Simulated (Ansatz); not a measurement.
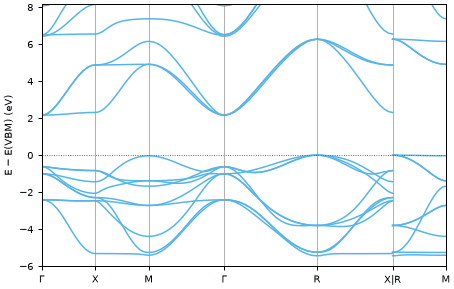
*Band structure from the program Ansatz at the PBE level (PAW)*

Task: Read off the gap and where the band edges lie.

Result: About 2.2 eV (2.16 eV by a search for the band edges); maximum at R, minimum at Γ.

The material is KTaO3 (cubic perovskite, space group No. 221).

Space group Pm-3m (cubic perovskite). Symmetry was held in the PBE relaxation. At this level the phase is dynamically unstable (imaginary phonons). The run is not spin-polarised. Scalar-relativistic: spin–orbit coupling is off unless named, which matters more the heavier the elements.

Potentials: the later of the program's two PAW sets.
